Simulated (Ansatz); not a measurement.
# Gallium, beta-Sn type under r²SCAN: from relaxation to bulk modulus, part 2 of 2

Aim: take gallium in the beta-Sn type structure, relax it, solve it on a dense k-mesh, switch on spin-orbit coupling, then scale the cell to 7 volumes from 88 to 112 % of the relaxed one and try a fit of the equation of state. The k-meshes are 12×12×8 for the relaxation; 25×25×15 for the dense run; 15×15×9 for spin-orbit coupling; 17×17×11 for the volumes.

Ansatz 0.2.0; DFT, r2SCAN, plane waves (500 eV) with PAW, scalar-relativistic. Earlier steps stand in the parts before.

### 4 Spin-orbit coupling switched on

input.yaml

```yaml
crystal:
  lattice:
    - [-2.9967815642, 2.6284905307, 1.3348749177]
    - [2.6284905307, -2.9967815642, 1.3348749177]
    - [2.6900148714, 2.6900148714, -2.00940062]
  atoms:
    - { symbol: Ga, position: [0.9914626456, 0.0085373544, 1.0] }
    - { symbol: Ga, position: [0.7585373544, 0.2414626456, 0.5] }
hamiltonian:
  xc: r2scan
  pseudopotentials:
    kind: paw_fr
    azcp:
      Ga: "pseudopotentials/Ga.paw.azcp"
basis:
  ecutwfc: 500
  fft_grid_basis: typed
kpoints:
  mp_grid: { grid: [15, 15, 9], shift: [0, 0, 0] }
magnetization:
  noncollinear: true
  spin_orbit: true
scf:
  occupations: { method: fermi_dirac, width: 0.1 }
output:
  write_density: true
  write_potential: true
  elf: true
  volumetric_format: npy
```

On the command line:

```sh
$ ansatz run input.yaml --threads 1 --pin off --max-ram 3584MiB --backend cpu --events-out ev --progress --plain --runs-dir out
```

What it wrote, shortened:

```text
[...]
Pseudopotentials: kind: paw_fr
Pseudopotential: Ga, paw_fr, valence charge 13, recommended cutoff 500 eV (meta_gga), <dir>
Functional definition: r2SCAN
[...]
non-collinear run that drives no moment, with spin-orbit: no starting moment large enough to seed its density (crystal.atoms[].spin), no starting occupations that ask for one, no magnetisation constraint and no magnetic field, so the semilocal B_xc is pinned to zero
Crystal: 2 atoms, lattice volume = 36.236 Å³
Basis set: ecut = 500 eV, 911 PW (Γ), exchange–correlation on 128×128×128 points (64 copies of the dense FFT grid, shifted against one another)
Bands: 34, of which v1, the nominal top of the filled ones, is band 26 counted from 1 (25 counted from 0)
Symmetry: 4 space group operations + 4 with time reversal
Magnetic group: BNS 15.86 (UNI 93), of the structure as read, at distance tolerance 3.3e-5 Å
k-points: 544 of 2025
[...]
spin=Noncollinear: Kerker preconditioning applied to the charge; magnetization (m_x, m_y, m_z) channels mix plain (no charge-response kernel on spin).
[...]
SCF iter   8: F=-7575.435286 eV  HF=-7575.435286 eV  |F-HF|=1.51e-8  |Δ(HF+E_count)|=   3.78e-7  Δρ=7.75e-6  dr2=1.24e-8  dr2_τ=2.57e-11  dr2_m=0.00e0 (ungated)  ethr=3.85e-10  |M|=0.00e0 ∫|m|=0.00e0 μB  |m|>n=0.0e0 m-floor=0.0e0 τ_xc=0.0e0  ⟨swp⟩=4.3  Hψ=27941  notcnv=0
[...]
SCF converged after 8 iterations
Magnetization: |M| = 0.0000 μB,  M = (+0.0000, +0.0000, +0.0000) μB
Absolute magnetization: 0.0000 μB (∫|m|)
  site 0: m = (+0.0000, +0.0000, +0.0000) μB, |m| = 0.0000 μB  (R = 1.12 Å)
  site 1: m = (+0.0000, +0.0000, +0.0000) μB, |m| = 0.0000 μB  (R = 1.12 Å)
Free energy (F): -7575.435286 eV
[...]
E sigma→0 (E₀):  -7575.424916 eV
Entropy (-TS):   -0.020741 eV (-10.370 meV/atom)
Fermi energy:    10.181874 eV
[...]
--- Band table (eV; the first three rows and the last of 544) ---
[...]
```

Run time: 6.5 min. Hardware: 1 thread of Intel Xeon Platinum 8259CL at 2.50GHz (Skylake/Cascade Lake), shared host; peak memory 1.6 GiB.

Side by side:

```
                          scalar-relativistic      with spin-orbit coupling
         k-mesh                      25×25×15                       15×15×9
gap on the mesh  none (levels filled in part)  none (levels filled in part)
```

The meshes differ, so small differences between the columns need not come from spin-orbit coupling.

The maps below are laid out on this run's own conventional cell (a, b, c = 2.720, 7.955, 3.349 Å).

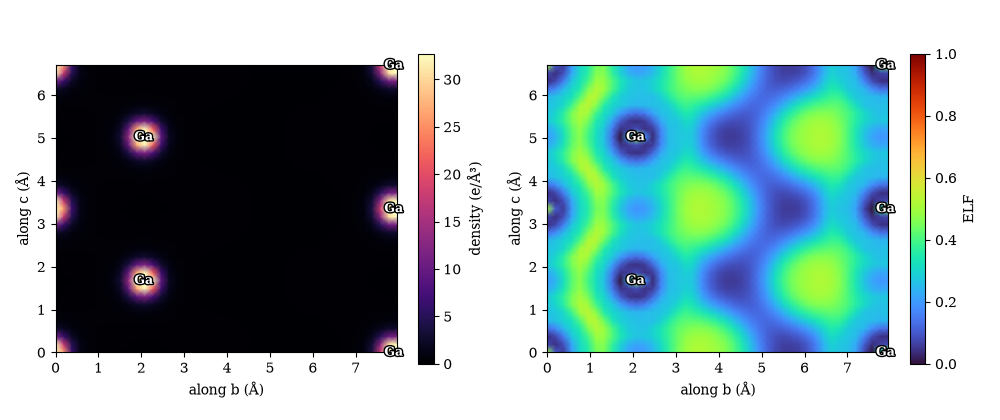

Density (left) and ELF (right) in a lattice plane of the grid's cell (edges 7.96 and 3.35 Å, at 0.000 of the third edge), which holds Ga. Only atoms in the plane are labelled; the density scale stops at 32.71 e/Å³. Both are smooth fields of the valence electrons: close to the nuclei they are not physical.

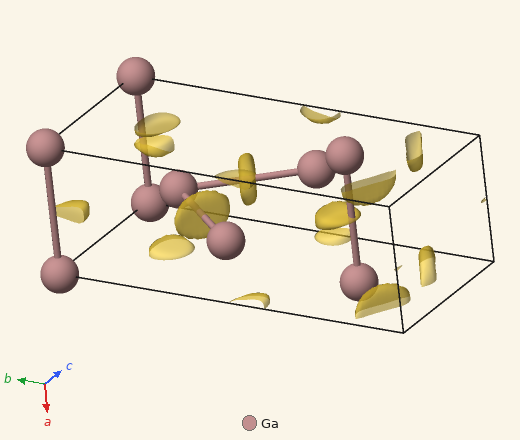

Surface of ELF = 0.48, drawn in one cell.

Outside the cores ELF peaks at 0.54 on the Ga–Ga line, 1.3 Å from Ga.

### 5 The cell scaled to 88 % of its volume

input.yaml

```yaml
crystal:
  lattice:
    - [-2.8717677388, 2.5188403446, 1.2791892375]
    - [2.5188403446, -2.8717677388, 1.2791892375]
    - [2.5777981341, 2.5777981341, -1.9255764063]
  atoms:
    - { symbol: Ga, position: [0.9914626456, 0.0085373544, 1.0] }
    - { symbol: Ga, position: [0.7585373544, 0.2414626456, 0.5] }
hamiltonian:
  xc: r2scan
  pseudopotentials:
    kind: paw
    azcp:
      Ga: "pseudopotentials/Ga.paw.azcp"
basis:
  ecutwfc: 500
  fft_grid_basis: typed
kpoints:
  mp_grid: { grid: [17, 17, 11], shift: [0, 0, 0] }
magnetization:
  spin_polarized: false
scf:
  occupations: { method: fermi_dirac, width: 0.1 }
  lower_state_search: "off"
output:
  stress: true
```

On the command line:

```sh
$ ansatz run input.yaml --threads 1 --pin off --max-ram 3584MiB --backend cpu --events-out ev --progress --plain --runs-dir out
```

What it wrote, shortened:

```text
[...]
[... 3 set-up lines as earlier in the session ...]
[...]
Crystal: 2 atoms, lattice volume = 31.888 Å³
Basis set: ecut = 500 eV, 815 PW (Γ), exchange–correlation on 120×120×128 points (64 copies of the dense FFT grid, shifted against one another)
Bands: 17, of which v1, the nominal top of the filled ones, is band 13 counted from 1 (12 counted from 0)
[... 1 set-up line as earlier in the session ...]
Space group: C2/c (ITA 15), of the structure as read, at distance tolerance 3.2e-5 Å
k-points: 846 of 3179
[...]
SCF iter   1: F=-7580.225938 eV  HF=-7580.219111 eV  |F-HF|=6.83e-3  |Δ(HF+E_count)|=         —  Δρ=1.15e-2  dr2=1.90e-2  dr2_τ=3.27e-3  ethr=1.77e-3  ⟨swp⟩=5.0  Hψ=71776  notcnv=0
[...]
SCF iter   7: F=-7580.247349 eV  HF=-7580.247349 eV  |F-HF|=5.15e-9  |Δ(HF+E_count)|=   2.58e-7  Δρ=4.98e-6  dr2=7.91e-9  dr2_τ=5.02e-11  ethr=3.85e-10  ⟨swp⟩=4.2  Hψ=51371  notcnv=0
[...]
SCF converged after 7 iterations
Free energy (F): -7580.247349 eV
[...]
E sigma→0 (E₀):  -7580.238328 eV
Entropy (-TS):   -0.018043 eV (-9.022 meV/atom)
Fermi energy:    12.086645 eV
[...]
--- Stress (GPa, compression-positive) ---
       10.296793      -0.715668      -0.295369
       -0.715668      10.296793      -0.295369
       -0.295369      -0.295369      12.885899
  P = ⅓ Tr σ = 11.1598 GPa (111.598 kbar)
```

Run time: 83 s. Hardware: 1 thread of Intel Xeon Platinum 8259CL at 2.50GHz (Skylake/Cascade Lake), shared host; peak memory 1 GiB.

### 6 The cell scaled to 92 % of its volume

Changes to input.yaml since step 5:

```diff
@@ -2,5 +2,5 @@
   lattice:
-    - [-2.8717677388, 2.5188403446, 1.2791892375]
-    - [2.5188403446, -2.8717677388, 1.2791892375]
-    - [2.5777981341, 2.5777981341, -1.9255764063]
+    - [-2.9146362639, 2.55644052, 1.2982844294]
+    - [2.55644052, -2.9146362639, 1.2982844294]
+    - [2.6162784063, 2.6162784063, -1.9543205904]
   atoms:
```

On the command line:

```sh
$ ansatz run input.yaml --threads 1 --pin off --max-ram 3584MiB --backend cpu --events-out ev --progress --plain --runs-dir out
```

What it wrote, shortened:

```text
[...]
[... 3 set-up lines as earlier in the session ...]
[...]
Crystal: 2 atoms, lattice volume = 33.337 Å³
Basis set: ecut = 500 eV, 841 PW (Γ), exchange–correlation on 120×120×128 points (64 copies of the dense FFT grid, shifted against one another)
Bands: 17, of which v1, the nominal top of the filled ones, is band 13 counted from 1 (12 counted from 0)
[... 2 set-up lines as earlier in the session ...]
k-points: 846 of 3179
[...]
SCF iter   1: F=-7580.305664 eV  HF=-7580.302104 eV  |F-HF|=3.56e-3  |Δ(HF+E_count)|=         —  Δρ=1.13e-2  dr2=1.88e-2  dr2_τ=2.56e-3  ethr=1.77e-3  ⟨swp⟩=5.0  Hψ=71968  notcnv=0
[...]
SCF iter   7: F=-7580.326664 eV  HF=-7580.326664 eV  |F-HF|=4.91e-9  |Δ(HF+E_count)|=   2.37e-7  Δρ=5.18e-6  dr2=9.07e-9  dr2_τ=5.27e-11  ethr=3.85e-10  ⟨swp⟩=4.3  Hψ=51617  notcnv=0
[...]
SCF converged after 7 iterations
Free energy (F): -7580.326664 eV
[...]
E sigma→0 (E₀):  -7580.317212 eV
Entropy (-TS):   -0.018905 eV (-9.452 meV/atom)
Fermi energy:    11.381927 eV
[...]
--- Stress (GPa, compression-positive) ---
        5.879270      -0.421390      -0.252781
       -0.421390       5.879270      -0.252781
       -0.252781      -0.252781       7.923233
  P = ⅓ Tr σ = 6.5606 GPa (65.606 kbar)
```

Run time: 63 s. Hardware: 1 thread of Intel Xeon Platinum 8259CL at 2.50GHz (Skylake/Cascade Lake), shared host; peak memory 1 GiB.

### 7 The cell scaled to 96 % of its volume

Changes to input.yaml since step 6:

```diff
@@ -2,5 +2,5 @@
   lattice:
-    - [-2.9146362639, 2.55644052, 1.2982844294]
-    - [2.55644052, -2.9146362639, 1.2982844294]
-    - [2.6162784063, 2.6162784063, -1.9543205904]
+    - [-2.9562795511, 2.5929660336, 1.3168338559]
+    - [2.5929660336, -2.9562795511, 1.3168338559]
+    - [2.6536588624, 2.6536588624, -1.9822432285]
   atoms:
```

On the command line:

```sh
$ ansatz run input.yaml --threads 1 --pin off --max-ram 3584MiB --backend cpu --events-out ev --progress --plain --runs-dir out
```

What it wrote, shortened:

```text
[...]
[... 3 set-up lines as earlier in the session ...]
[...]
Crystal: 2 atoms, lattice volume = 34.786 Å³
Basis set: ecut = 500 eV, 887 PW (Γ), exchange–correlation on 128×128×128 points (64 copies of the dense FFT grid, shifted against one another)
Bands: 17, of which v1, the nominal top of the filled ones, is band 13 counted from 1 (12 counted from 0)
[... 2 set-up lines as earlier in the session ...]
k-points: 846 of 3179
[...]
SCF iter   1: F=-7580.348420 eV  HF=-7580.347884 eV  |F-HF|=5.36e-4  |Δ(HF+E_count)|=         —  Δρ=1.12e-2  dr2=1.88e-2  dr2_τ=2.02e-3  ethr=1.77e-3  ⟨swp⟩=5.0  Hψ=71677  notcnv=0
[...]
SCF iter   7: F=-7580.369069 eV  HF=-7580.369069 eV  |F-HF|=4.62e-9  |Δ(HF+E_count)|=   2.13e-7  Δρ=5.13e-6  dr2=9.37e-9  dr2_τ=5.07e-11  ethr=3.85e-10  ⟨swp⟩=4.3  Hψ=51747  notcnv=0
[...]
SCF converged after 7 iterations
Free energy (F): -7580.369069 eV
[...]
E sigma→0 (E₀):  -7580.359130 eV
Entropy (-TS):   -0.019878 eV (-9.939 meV/atom)
Fermi energy:    10.734001 eV
[...]
--- Stress (GPa, compression-positive) ---
        2.428998      -0.130898      -0.250490
       -0.130898       2.428998      -0.250490
       -0.250490      -0.250490       4.027479
  P = ⅓ Tr σ = 2.9618 GPa (29.618 kbar)
```

Run time: 77 s. Hardware: 1 thread of Intel Xeon Platinum 8259CL at 2.50GHz (Skylake/Cascade Lake), shared host; peak memory 1.1 GiB.

### 8 The cell scaled to 100 % of its volume

Changes to input.yaml since step 7:

```diff
@@ -2,5 +2,5 @@
   lattice:
-    - [-2.9562795511, 2.5929660336, 1.3168338559]
-    - [2.5929660336, -2.9562795511, 1.3168338559]
-    - [2.6536588624, 2.6536588624, -1.9822432285]
+    - [-2.9967815642, 2.6284905307, 1.3348749177]
+    - [2.6284905307, -2.9967815642, 1.3348749177]
+    - [2.6900148714, 2.6900148714, -2.00940062]
   atoms:
@@ -26 +26,5 @@
   stress: true
+  write_density: true
+  write_potential: true
+  elf: true
+  volumetric_format: npy
```

On the command line:

```sh
$ ansatz run input.yaml --threads 1 --pin off --max-ram 3584MiB --backend cpu --events-out ev --progress --plain --runs-dir out
```

What it wrote, shortened:

```text
[...]
[... 3 set-up lines as earlier in the session ...]
[...]
Crystal: 2 atoms, lattice volume = 36.236 Å³
Basis set: ecut = 500 eV, 911 PW (Γ), exchange–correlation on 128×128×128 points (64 copies of the dense FFT grid, shifted against one another)
Bands: 17, of which v1, the nominal top of the filled ones, is band 13 counted from 1 (12 counted from 0)
[... 2 set-up lines as earlier in the session ...]
k-points: 846 of 3179
[...]
SCF iter   1: F=-7580.362276 eV  HF=-7580.364561 eV  |F-HF|=2.29e-3  |Δ(HF+E_count)|=         —  Δρ=1.11e-2  dr2=1.86e-2  dr2_τ=1.60e-3  ethr=1.77e-3  ⟨swp⟩=5.0  Hψ=71082  notcnv=0
[...]
SCF iter   7: F=-7580.382630 eV  HF=-7580.382630 eV  |F-HF|=5.43e-9  |Δ(HF+E_count)|=   1.86e-7  Δρ=4.93e-6  dr2=8.36e-9  dr2_τ=5.29e-11  ethr=3.85e-10  ⟨swp⟩=9.0  Hψ=103264  notcnv=0
[...]
SCF converged after 7 iterations
Free energy (F): -7580.382630 eV
[...]
E sigma→0 (E₀):  -7580.372262 eV
Entropy (-TS):   -0.020736 eV (-10.368 meV/atom)
Fermi energy:    10.137558 eV
[...]
--- Stress (GPa, compression-positive) ---
       -0.258477       0.107903      -0.259216
        0.107903      -0.258477      -0.259216
       -0.259216      -0.259216       0.970957
  P = ⅓ Tr σ = 0.1513 GPa (1.513 kbar)
--- Band table (eV; the first three rows and the last of 846) ---
  k-point 0: bands = ["-5.6215", "-5.6149", "-5.5672", "-5.5546", "-5.2413", "-5.2345", "-5.1898", "-5.1889", "-5.1860", "-5.0475", "-1.8746", "7.8488", "8.6524", "11.4321", "15.6886", "20.7680", "20.8853"]
[...]
```

Wall time 96 s (1 thread of Intel Xeon Platinum 8259CL at 2.50GHz (Skylake/Cascade Lake), shared host); peak memory 1.1 GiB.

### 9 The cell scaled to 104 % of its volume

Changes to input.yaml since step 8:

```diff
@@ -2,5 +2,5 @@
   lattice:
-    - [-2.9967815642, 2.6284905307, 1.3348749177]
-    - [2.6284905307, -2.9967815642, 1.3348749177]
-    - [2.6900148714, 2.6900148714, -2.00940062]
+    - [-3.0362174229, 2.663079899, 1.3524410758]
+    - [2.663079899, -3.0362174229, 1.3524410758]
+    - [2.7254138634, 2.7254138634, -2.0358431342]
   atoms:
@@ -26,5 +26 @@
   stress: true
-  write_density: true
-  write_potential: true
-  elf: true
-  volumetric_format: npy
```

On the command line:

```sh
$ ansatz run input.yaml --threads 1 --pin off --max-ram 3584MiB --backend cpu --events-out ev --progress --plain --runs-dir out
```

What it wrote, shortened:

```text
[...]
[... 3 set-up lines as earlier in the session ...]
[...]
Crystal: 2 atoms, lattice volume = 37.685 Å³
Basis set: ecut = 500 eV, 935 PW (Γ), exchange–correlation on 128×128×128 points (64 copies of the dense FFT grid, shifted against one another)
Bands: 17, of which v1, the nominal top of the filled ones, is band 13 counted from 1 (12 counted from 0)
[... 1 set-up line as earlier in the session ...]
Space group: C2/c (ITA 15), of the structure as read, at distance tolerance 3.4e-5 Å
k-points: 846 of 3179
[...]
SCF iter   1: F=-7580.353867 eV  HF=-7580.358222 eV  |F-HF|=4.36e-3  |Δ(HF+E_count)|=         —  Δρ=1.09e-2  dr2=1.84e-2  dr2_τ=1.28e-3  ethr=1.77e-3  ⟨swp⟩=5.0  Hψ=70427  notcnv=0
[...]
SCF iter   7: F=-7580.373652 eV  HF=-7580.373652 eV  |F-HF|=6.02e-9  |Δ(HF+E_count)|=   1.99e-7  Δρ=4.21e-6  dr2=5.64e-9  dr2_τ=2.23e-10  ethr=3.85e-10  ⟨swp⟩=4.2  Hψ=51240  notcnv=0
[...]
SCF converged after 7 iterations
Free energy (F): -7580.373652 eV
[...]
E sigma→0 (E₀):  -7580.362887 eV
Entropy (-TS):   -0.021529 eV (-10.764 meV/atom)
Fermi energy:    9.588751 eV
[...]
--- Stress (GPa, compression-positive) ---
       -2.357287       0.260925      -0.250502
        0.260925      -2.357287      -0.250502
       -0.250502      -0.250502      -1.426057
  P = ⅓ Tr σ = -2.0469 GPa (-20.469 kbar)
```

It took 70 s on 1 thread of Intel Xeon Platinum 8259CL at 2.50GHz (Skylake/Cascade Lake), shared host; peak memory 1.1 GiB.

### 10 The cell scaled to 108 % of its volume

Changes to input.yaml since step 9:

```diff
@@ -2,5 +2,5 @@
   lattice:
-    - [-3.0362174229, 2.663079899, 1.3524410758]
-    - [2.663079899, -3.0362174229, 1.3524410758]
-    - [2.7254138634, 2.7254138634, -2.0358431342]
+    - [-3.0746546353, 2.6967933502, 1.3695624007]
+    - [2.6967933502, -3.0746546353, 1.3695624007]
+    - [2.7599164358, 2.7599164358, -2.0616160364]
   atoms:
```

On the command line:

```sh
$ ansatz run input.yaml --threads 1 --pin off --max-ram 3584MiB --backend cpu --events-out ev --progress --plain --runs-dir out
```

What it wrote, shortened:

```text
[...]
[... 3 set-up lines as earlier in the session ...]
[...]
Crystal: 2 atoms, lattice volume = 39.135 Å³
Basis set: ecut = 500 eV, 987 PW (Γ), exchange–correlation on 128×128×144 points (64 copies of the dense FFT grid, shifted against one another)
Bands: 17, of which v1, the nominal top of the filled ones, is band 13 counted from 1 (12 counted from 0)
[... 2 set-up lines as earlier in the session ...]
k-points: 846 of 3179
[...]
SCF iter   1: F=-7580.329483 eV  HF=-7580.334336 eV  |F-HF|=4.85e-3  |Δ(HF+E_count)|=         —  Δρ=1.06e-2  dr2=1.76e-2  dr2_τ=1.04e-3  ethr=1.77e-3  ⟨swp⟩=5.0  Hψ=69721  notcnv=0
[...]
SCF iter   7: F=-7580.347042 eV  HF=-7580.347042 eV  |F-HF|=9.23e-9  |Δ(HF+E_count)|=   3.00e-7  Δρ=8.59e-6  dr2=4.53e-8  dr2_τ=1.67e-10  ethr=3.85e-10  ⟨swp⟩=4.1  Hψ=51227  notcnv=0
[...]
SCF converged after 7 iterations
Free energy (F): -7580.347042 eV
[...]
E sigma→0 (E₀):  -7580.335823 eV
Entropy (-TS):   -0.022437 eV (-11.219 meV/atom)
Fermi energy:    9.082794 eV
[...]
--- Stress (GPa, compression-positive) ---
       -3.990497       0.334989      -0.208868
        0.334989      -3.990497      -0.208868
       -0.208868      -0.208868      -3.311757
  P = ⅓ Tr σ = -3.7643 GPa (-37.643 kbar)
```

Run time: 83 s. Hardware: 1 thread of Intel Xeon Platinum 8259CL at 2.50GHz (Skylake/Cascade Lake), shared host; peak memory 1.1 GiB.

### 11 The cell scaled to 112 % of its volume

Changes to input.yaml since step 10:

```diff
@@ -2,5 +2,5 @@
   lattice:
-    - [-3.0746546353, 2.6967933502, 1.3695624007]
-    - [2.6967933502, -3.0746546353, 1.3695624007]
-    - [2.7599164358, 2.7599164358, -2.0616160364]
+    - [-3.1121541193, 2.7296843155, 1.3862660274]
+    - [2.7296843155, -3.1121541193, 1.3862660274]
+    - [2.7935772707, 2.7935772707, -2.0867601735]
   atoms:
```

On the command line:

```sh
$ ansatz run input.yaml --threads 1 --pin off --max-ram 3584MiB --backend cpu --events-out ev --progress --plain --runs-dir out
```

What it wrote, shortened:

```text
[...]
[... 3 set-up lines as earlier in the session ...]
[...]
Crystal: 2 atoms, lattice volume = 40.584 Å³
Basis set: ecut = 500 eV, 1021 PW (Γ), exchange–correlation on 128×128×144 points (64 copies of the dense FFT grid, shifted against one another)
Bands: 17, of which v1, the nominal top of the filled ones, is band 13 counted from 1 (12 counted from 0)
[... 2 set-up lines as earlier in the session ...]
k-points: 846 of 3179
[...]
SCF iter   1: F=-7580.289608 eV  HF=-7580.296296 eV  |F-HF|=6.69e-3  |Δ(HF+E_count)|=         —  Δρ=1.05e-2  dr2=1.77e-2  dr2_τ=8.50e-4  ethr=1.77e-3  ⟨swp⟩=5.0  Hψ=68527  notcnv=0
[...]
SCF iter   7: F=-7580.306701 eV  HF=-7580.306701 eV  |F-HF|=1.22e-8  |Δ(HF+E_count)|=   2.61e-7  Δρ=8.44e-6  dr2=4.25e-8  dr2_τ=1.80e-10  ethr=3.85e-10  ⟨swp⟩=4.0  Hψ=51058  notcnv=0
[...]
SCF converged after 7 iterations
Free energy (F): -7580.306701 eV
[...]
E sigma→0 (E₀):  -7580.294956 eV
Entropy (-TS):   -0.023489 eV (-11.745 meV/atom)
Fermi energy:    8.614539 eV
[...]
--- Stress (GPa, compression-positive) ---
       -5.249476       0.357455      -0.148518
        0.357455      -5.249476      -0.148518
       -0.148518      -0.148518      -4.794180
  P = ⅓ Tr σ = -5.0977 GPa (-50.977 kbar)
```

Wall time 86 s (1 thread of Intel Xeon Platinum 8259CL at 2.50GHz (Skylake/Cascade Lake), shared host); peak memory 1.2 GiB.

### 12 Energy and pressure against volume

The cell was scaled evenly, with its shape and the fractional positions fixed.

```
V (Å³/atom)  E − E₀ (meV/atom)  P from the stress (GPa)  P from the fit (GPa)
     15.944               67.0                    11.16                 11.11
     16.669               27.5                     6.56                  6.51
     17.393                6.6                     2.96                  2.92
     18.118                0.0                     0.15                  0.10
     18.843                4.7                    -2.05                 -2.10
     19.567               18.2                    -3.76                 -3.82
     20.292               38.7                    -5.10                 -5.16
```

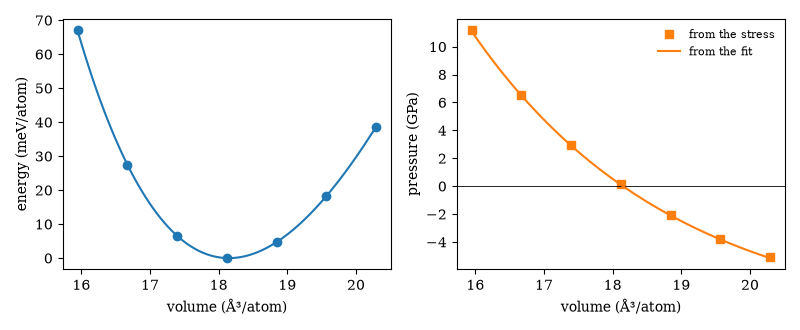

Energy and pressure against volume; the lines are the Birch-Murnaghan fit.

A third-order Birch-Murnaghan fit gives V₀ = 18.149 Å³/atom, B₀ = 61 GPa and B₀′ = 5.1; it misses no point by more than 0.01 meV/atom.

Fit and stress differ a little: one follows E(σ → 0), the other the smeared free energy.

### 13 Results

What follows sums up all 2 parts.

| quantity | value |
| --- | --- |
| space group (spins left aside) | C2/c (No. 15) |
| conventional cell | a = 2.720 Å, b = 7.955 Å, c = 3.349 Å, β = 90.33° |
| volume | 18.118 Å³/atom |
| shortest distance | 2.705 Å |
| gap on the mesh | none (levels filled in part) |
| relative to alpha-Ga (Cmce) | +82 meV/atom |
| V₀, B₀, B₀′ | 18.149 Å³/atom, 61 GPa, 5.1 |

In words: From the guessed start the volume shrank by 11.9 % in 15 steps. The cell has left its prototype: it ends as C2/c. What follows belongs to that structure, not to the type named at the start. The mesh has less symmetry than the lattice, which may have let the distortion in. Against the reference form of gallium (alpha-Ga (Cmce), computed apart with the same settings) it stands 82 meV/atom higher. Levels at the Fermi energy are filled in part, as in a metal. The total energy of the spin-orbit run lies +2.5 eV/atom from the scalar one, but the two kinds of run don't share a zero of energy: only differences within one kind count. The fitted modulus is 61 GPa; letting shape and positions relax at each volume could only lower it.
